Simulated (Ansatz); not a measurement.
# CH5ClOSi: geometry relaxation

CH5ClOSi, computed with RHF/def2-SVPD (Ansatz 0.2.0).

Figures and captions count atoms from 1; the log counts them from 0 in places.

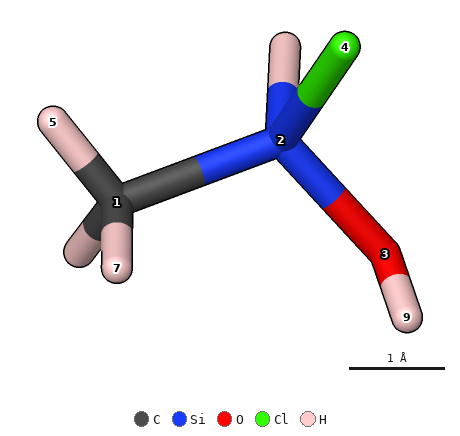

Figure 1. The starting structure (stick view, seen at a tilt; atoms are numbered from 1 in the order of the input).

Key numbers

```tsv
quantity	value
outcome	converged
total energy	−23507.4477 eV
mean-field energy	−23507.4477 eV
largest force (length of the vector) at the end	0.002 eV/Å
hardware	1 thread of Arm Neoverse V2, 112 GiB of memory available, shared host
wall time	37 s
peak memory	0.3 GiB
```

Input file
```yaml
crystal:
  periodic: [false, false, false]
  atoms:
    - { symbol: C, position_ang: [-0.651459, 0.91692, -0.416983] }
    - { symbol: Si, position_ang: [0.020316, -0.68787, 0.267501] }
    - { symbol: O, position_ang: [1.382291, -0.500513, 1.235306] }
    - { symbol: Cl, position_ang: [0.490959, -1.926396, -1.371572] }
    - { symbol: H, position_ang: [-1.563683, 0.719567, -1.013399] }
    - { symbol: H, position_ang: [-0.914906, 1.604533, 0.410751] }
    - { symbol: H, position_ang: [0.084593, 1.418952, -1.074177] }
    - { symbol: H, position_ang: [-0.953176, -1.42221, 1.128654] }
    - { symbol: H, position_ang: [2.193665, -0.169284, 0.816719] }
basis:
  gaussian: { orbitals: def2-SVPD }
hamiltonian:
  xc: hf
output:
  forces: true
relax:
  f_tol: 0.003
  max_steps: 120
```

Command:
```bash
ansatz run input.yaml --threads 1 --pin off --max-ram 2560MiB --backend cpu --events-out ev --progress --plain --runs-dir out
```

The program's output
```
The last accepted step is kept in [file] (removed where the run ends without a failure and the disk answers)
Engine: ansatz 0.2.0, aarch64-unknown-linux-gnu
Functional definition: HF
  exchange = exact_x
  correlation = 0
1366 factors; integrals over basis functions are off by at most 3.1e-4 eV
mean field evaluation 1: about -23504.2528 eV, gradient 3.8e1 eV
mean field evaluation 2: about -23504.2655 eV, gradient 3.8e1 eV
mean field evaluation 4: about -23507.3378 eV, gradient 3.5e0 eV
mean field evaluation 8: about -23507.3788 eV, gradient 1.4e-4 eV
mean field -23507.37877645 eV, -863.8802361608 hartree, gradient 1.7e-5 eV, S^2 0.000000; 0 other end points of the search recorded, 0 dependent functions left out
the calculation of the forces begins
reference -23507.37877645 eV, -863.8802361608 hartree; 25, 25 occupied and 109, 109 virtual orbitals, 1366 factors
relax step   1: F+E_penalty+E_count = -23507.37877645 eV  Δ(F+E_penalty+E_count) = +0.000e0 eV  max|allowed force component| = 1.455e0 eV/Å  Δτ_max = 0.0000 Å  (33 SCF iters, accepted)
these checks for a lower state are left out or cut short: starts, cluster_reference, orbital_swaps, neighbouring_geometries, increment
1366 factors; integrals over basis functions are off by at most 3.0e-4 eV
mean field evaluation 16: about -23507.4360 eV, gradient 6.6e-4 eV
mean field -23507.43595513 eV, -863.8823374385 hartree, gradient 1.6e-5 eV, S^2 0.000000; 0 other end points of the search recorded, 0 dependent functions left out
the calculation of the forces begins
reference -23507.43595513 eV, -863.8823374385 hartree; 25, 25 occupied and 109, 109 virtual orbitals, 1366 factors
relax step   2: F+E_penalty+E_count = -23507.43595513 eV  Δ(F+E_penalty+E_count) = -5.718e-2 eV  max|allowed force component| = 5.535e-1 eV/Å  Δτ_max = 0.0351 Å  (32 SCF iters, accepted)
these checks for a lower state are left out or cut short: starts, cluster_reference, orbital_swaps, neighbouring_geometries, increment
1366 factors; integrals over basis functions are off by at most 3.0e-4 eV
mean field -23507.44408516 eV, -863.8826362117 hartree, gradient 1.5e-5 eV, S^2 0.000000; 0 other end points of the search recorded, 0 dependent functions left out
the calculation of the forces begins
reference -23507.44408516 eV, -863.8826362117 hartree; 25, 25 occupied and 109, 109 virtual orbitals, 1366 factors
relax step   3: F+E_penalty+E_count = -23507.44408516 eV  Δ(F+E_penalty+E_count) = -8.130e-3 eV  max|allowed force component| = 1.753e-1 eV/Å  Δτ_max = 0.0182 Å  (32 SCF iters, accepted)
these checks for a lower state are left out or cut short: starts, cluster_reference, orbital_swaps, neighbouring_geometries, increment
1366 factors; integrals over basis functions are off by at most 3.0e-4 eV
mean field evaluation 32: about -23507.4458 eV, gradient 1.5e-5 eV
mean field -23507.44575592 eV, -863.8826976112 hartree, gradient 1.5e-5 eV, S^2 0.000000; 0 other end points of the search recorded, 0 dependent functions left out
the calculation of the forces begins
reference -23507.44575592 eV, -863.8826976112 hartree; 25, 25 occupied and 109, 109 virtual orbitals, 1366 factors
relax step   4: F+E_penalty+E_count = -23507.44575592 eV  Δ(F+E_penalty+E_count) = -1.671e-3 eV  max|allowed force component| = 7.866e-2 eV/Å  Δτ_max = 0.0065 Å  (33 SCF iters, accepted)
these checks for a lower state are left out or cut short: starts, cluster_reference, orbital_swaps, neighbouring_geometries, increment
1366 factors; integrals over basis functions are off by at most 3.0e-4 eV
mean field -23507.44744947 eV, -863.8827598480 hartree, gradient 1.5e-5 eV, S^2 0.000000; 0 other end points of the search recorded, 0 dependent functions left out
the calculation of the forces begins
reference -23507.44744947 eV, -863.8827598480 hartree; 25, 25 occupied and 109, 109 virtual orbitals, 1366 factors
relax step   5: F+E_penalty+E_count = -23507.44744947 eV  Δ(F+E_penalty+E_count) = -1.694e-3 eV  max|allowed force component| = 7.087e-2 eV/Å  Δτ_max = 0.0363 Å  (32 SCF iters, accepted)
these checks for a lower state are left out or cut short: starts, cluster_reference, orbital_swaps, neighbouring_geometries, increment
1366 factors; integrals over basis functions are off by at most 3.0e-4 eV
mean field -23507.44760129 eV, -863.8827654271 hartree, gradient 1.5e-5 eV, S^2 0.000000; 0 other end points of the search recorded, 0 dependent functions left out
the calculation of the forces begins
reference -23507.44760129 eV, -863.8827654271 hartree; 25, 25 occupied and 109, 109 virtual orbitals, 1366 factors
relax step   6: F+E_penalty+E_count = -23507.44760129 eV  Δ(F+E_penalty+E_count) = -1.518e-4 eV  max|allowed force component| = 3.638e-2 eV/Å  Δτ_max = 0.0078 Å  (32 SCF iters, accepted)
these checks for a lower state are left out or cut short: starts, cluster_reference, orbital_swaps, neighbouring_geometries, increment
1366 factors; integrals over basis functions are off by at most 3.0e-4 eV
mean field -23507.44770111 eV, -863.8827690954 hartree, gradient 1.6e-5 eV, S^2 0.000000; 0 other end points of the search recorded, 0 dependent functions left out
the calculation of the forces begins
reference -23507.44770111 eV, -863.8827690954 hartree; 25, 25 occupied and 109, 109 virtual orbitals, 1366 factors
relax step   7: F+E_penalty+E_count = -23507.44770111 eV  Δ(F+E_penalty+E_count) = -9.982e-5 eV  max|allowed force component| = 1.139e-2 eV/Å  Δτ_max = 0.0052 Å  (24 SCF iters, accepted)
these checks for a lower state are left out or cut short: starts, cluster_reference, orbital_swaps, neighbouring_geometries, increment
1366 factors; integrals over basis functions are off by at most 3.0e-4 eV
mean field -23507.44771375 eV, -863.8827695600 hartree, gradient 4.8e-5 eV, S^2 0.000000; 0 other end points of the search recorded, 0 dependent functions left out
the calculation of the forces begins
reference -23507.44771375 eV, -863.8827695600 hartree; 25, 25 occupied and 109, 109 virtual orbitals, 1366 factors
relax step   8: F+E_penalty+E_count = -23507.44771375 eV  Δ(F+E_penalty+E_count) = -1.264e-5 eV  max|allowed force component| = 1.262e-3 eV/Å  Δτ_max = 0.0016 Å  (20 SCF iters, accepted)
1366 factors; integrals over basis functions are off by at most 3.0e-4 eV
mean field evaluation 64: about -23507.4461 eV, gradient 1.7e-1 eV
```

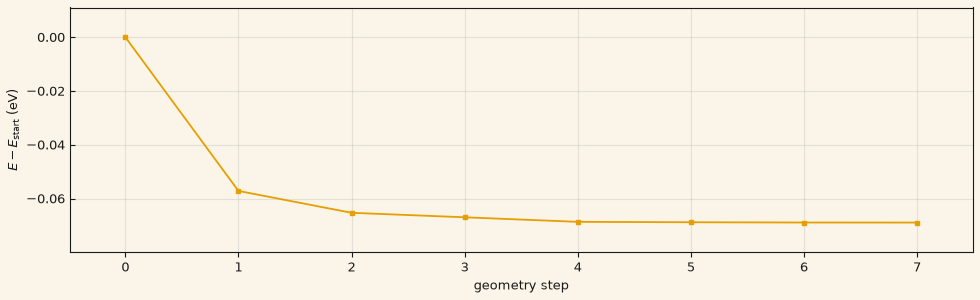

Figure 2. Progress of the relaxation, step by step (the first geometry is step 0 here and step 1 in the log).

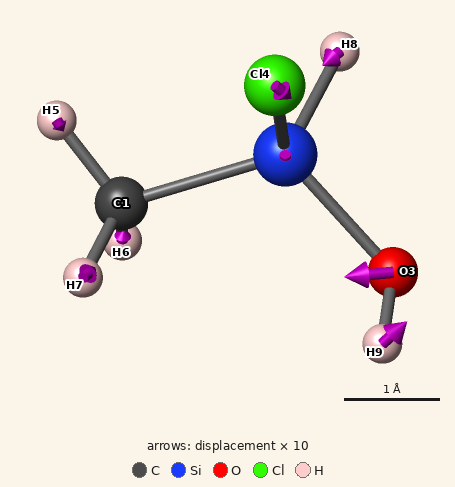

Figure 3. The starting structure with the displacements as pink arrows, magnified 10 times (ball-and-stick view, seen at a tilt). The two geometries are laid on each other by the best rigid fit. The atom that moves furthest after the best rigid fit is O3 (0.053 Å). By element the largest moves are O 0.053 Å, H 0.037 Å, Cl 0.027 Å, Si 0.009 Å, C 0.008 Å. Among the contacts that change: Si2–O3 1.681 → 1.645 Å, O3–H9 0.971 → 0.943 Å, Si2–H8 1.493 → 1.468 Å, C1–H5 1.108 → 1.092 Å. Among the angles that change: Si2–O3–H9 117.8° → 122.2°. Over 7 geometry steps the energy falls by 0.069 eV. The largest force component goes from 1.5 to 0.0013 eV/Å. (Atoms are counted from 1 in the order of the input.)

```
mean field -23507.44771375 eV, -863.8827695600 hartree, gradient 4.8e-5 eV, S^2 0.000000; 1 other end points of the search recorded, 0 dependent functions left out
the calculation of the forces begins
reference -23507.44771375 eV, -863.8827695600 hartree; 25, 25 occupied and 109, 109 virtual orbitals, 1366 factors
Total energy: -23507.44771375 eV, -863.8827695600 hartree
Atom 0 at    -0.655895     0.912495    -0.412748 Å, force     0.000469     0.000151     0.000377 eV/Å
Atom 1 at     0.020984    -0.681579     0.273426 Å, force    -0.000546    -0.000984    -0.001170 eV/Å
Atom 2 at     1.368473    -0.470376     1.193842 Å, force    -0.000316     0.000224    -0.000368 eV/Å
Atom 3 at     0.501938    -1.921764    -1.347930 Å, force     0.000427     0.000785     0.001262 eV/Å
Atom 4 at    -1.553469     0.724244    -1.004900 Å, force     0.000120    -0.000658     0.000263 eV/Å
Atom 5 at    -0.916960     1.591312     0.402580 Å, force     0.000055     0.000003     0.000486 eV/Å
Atom 6 at     0.073716     1.410754    -1.054176 Å, force    -0.000150     0.000102    -0.000277 eV/Å
Atom 7 at    -0.943857    -1.405762     1.109514 Å, force    -0.000153     0.000685    -0.000300 eV/Å
Atom 8 at     2.193670    -0.205625     0.823192 Å, force     0.000094    -0.000308    -0.000272 eV/Å
Dipole moment:    -0.012809     0.438726     0.018012 e Å
```

Trajectory as extended XYZ (Å, eV, eV/Å), 8 frames, from step=1 to step=8
```
9
Properties=species:S:1:pos:R:3:forces:R:3 step=1 energy=-23507.37878
C    -0.6515    0.9169   -0.4170   -0.1217   0.3051  -0.1301
Si    0.0203   -0.6879    0.2675    0.3697  -0.2218   0.7773
O     1.3823   -0.5005    1.2353    0.4881   0.4832  -1.4555
Cl    0.4910   -1.9264   -1.3716   -0.0166   0.1517   0.2139
H    -1.5637    0.7196   -1.0134    0.4509   0.1125   0.2944
H    -0.9149    1.6045    0.4108    0.1316  -0.3198  -0.4142
H     0.0846    1.4190   -1.0742   -0.3626  -0.2259   0.3265
H    -0.9532   -1.4222    1.1287    0.2802   0.2418  -0.3471
H     2.1937   -0.1693    0.8167   -1.2195  -0.5267   0.7347
9
Properties=species:S:1:pos:R:3:forces:R:3 step=2 energy=-23507.43596
C    -0.6475    0.9125   -0.4102   -0.0717   0.0607  -0.0141
Si    0.0122   -0.6898    0.2787    0.4338   0.0361   0.3639
O     1.3799   -0.4908    1.2099   -0.2753   0.0808  -0.5535
Cl    0.5010   -1.9180   -1.3464   -0.0131  -0.0249  -0.0141
H    -1.5442    0.7229   -1.0100    0.0969   0.0358   0.0696
H    -0.9143    1.5952    0.4043    0.0280  -0.0686  -0.0878
H     0.0876    1.4098   -1.0517   -0.0684  -0.0694   0.0816
H    -0.9547   -1.4177    1.1161    0.0507   0.0574  -0.0564
H     2.1686   -0.1704    0.7921   -0.1809  -0.1078   0.2108
9
Properties=species:S:1:pos:R:3:forces:R:3 step=3 energy=-23507.44408
C    -0.6479    0.9102   -0.4074    0.0075  -0.0359  -0.0368
Si    0.0211   -0.6899    0.2718    0.0104   0.0417   0.1514
O     1.3676   -0.4793    1.2030   -0.1416  -0.0255  -0.1753
Cl    0.5015   -1.9291   -1.3478    0.0098   0.0055  -0.0062
H    -1.5453    0.7269   -1.0001   -0.0207  -0.0009  -0.0176
H    -0.9062    1.5906    0.4063    0.0027   0.0021   0.0346
H     0.0837    1.4034   -1.0486    0.0215   0.0314  -0.0272
H    -0.9473   -1.4073    1.1056   -0.0288  -0.0419   0.0160
H     2.1614   -0.1717    0.8001    0.1392   0.0235   0.0613
9
Properties=species:S:1:pos:R:3:forces:R:3 step=4 energy=-23507.44576
C    -0.6485    0.9102   -0.4098   -0.0045  -0.0198   0.0076
Si    0.0191   -0.6873    0.2770   -0.0370  -0.0022   0.0152
O     1.3671   -0.4789    1.1990   -0.0192   0.0146  -0.0765
Cl    0.5016   -1.9235   -1.3447    0.0062  -0.0194  -0.0230
H    -1.5454    0.7274   -1.0034   -0.0175  -0.0047  -0.0106
H    -0.9073    1.5886    0.4055   -0.0086   0.0232   0.0201
H     0.0837    1.4054   -1.0496    0.0179   0.0085  -0.0109
H    -0.9478   -1.4118    1.1084   -0.0160  -0.0054   0.0146
H     2.1660   -0.1764    0.8004    0.0787   0.0051   0.0637
9
Properties=species:S:1:pos:R:3:forces:R:3 step=5 energy=-23507.44745
C    -0.6532    0.9106   -0.4119   -0.0448   0.0709  -0.0337
Si    0.0195   -0.6819    0.2734    0.0207  -0.0698   0.0202
O     1.3664   -0.4730    1.1950    0.0298   0.0146  -0.0195
Cl    0.5011   -1.9212   -1.3491   -0.0030   0.0030   0.0058
H    -1.5514    0.7256   -1.0042    0.0002  -0.0094   0.0049
H    -0.9135    1.5906    0.4027    0.0029  -0.0012   0.0048
H     0.0752    1.4091   -1.0547    0.0096  -0.0082   0.0073
H    -0.9422   -1.4078    1.1113   -0.0147   0.0042  -0.0090
H     2.1869   -0.1984    0.8204   -0.0009  -0.0041   0.0191
9
Properties=species:S:1:pos:R:3:forces:R:3 step=6 energy=-23507.44760
C    -0.6560    0.9118   -0.4123    0.0242  -0.0177   0.0231
Si    0.0210   -0.6831    0.2739   -0.0079   0.0364  -0.0140
O     1.3692   -0.4699    1.1931   -0.0172  -0.0124   0.0071
Cl    0.5007   -1.9207   -1.3492    0.0041  -0.0079   0.0001
H    -1.5539    0.7237   -1.0034   -0.0045   0.0040  -0.0079
H    -0.9149    1.5915    0.4032    0.0002  -0.0019  -0.0073
H     0.0759    1.4068   -1.0537   -0.0101   0.0099  -0.0062
H    -0.9469   -1.4055    1.1076    0.0115  -0.0093   0.0110
H     2.1935   -0.2008    0.8236   -0.0003  -0.0010  -0.0058
9
Properties=species:S:1:pos:R:3:forces:R:3 step=7 energy=-23507.44770
C    -0.6557    0.9128   -0.4127   -0.0114  -0.0093  -0.0098
Si    0.0209   -0.6813    0.2735   -0.0035  -0.0075   0.0040
O     1.3682   -0.4704    1.1939    0.0067   0.0016  -0.0009
Cl    0.5010   -1.9215   -1.3480    0.0017   0.0002  -0.0003
H    -1.5527    0.7238   -1.0060    0.0061   0.0029   0.0062
H    -0.9178    1.5912    0.4023   -0.0021   0.0055   0.0054
H     0.0740    1.4114   -1.0536    0.0035   0.0013  -0.0011
H    -0.9427   -1.4063    1.1105   -0.0028   0.0049  -0.0046
H     2.1934   -0.2060    0.8229    0.0017   0.0004   0.0010
9
Properties=species:S:1:pos:R:3:forces:R:3 step=8 energy=-23507.44771
C    -0.6559    0.9125   -0.4127    0.0005   0.0002   0.0004
Si    0.0210   -0.6816    0.2734   -0.0005  -0.0010  -0.0012
O     1.3685   -0.4704    1.1938   -0.0003   0.0002  -0.0004
Cl    0.5019   -1.9218   -1.3479    0.0004   0.0008   0.0013
H    -1.5535    0.7242   -1.0049    0.0001  -0.0007   0.0003
H    -0.9170    1.5913    0.4026    0.0001   0.0000   0.0005
H     0.0737    1.4108   -1.0542   -0.0001   0.0001  -0.0003
H    -0.9439   -1.4058    1.1095   -0.0002   0.0007  -0.0003
H     2.1937   -0.2056    0.8232    0.0001  -0.0003  -0.0003
```
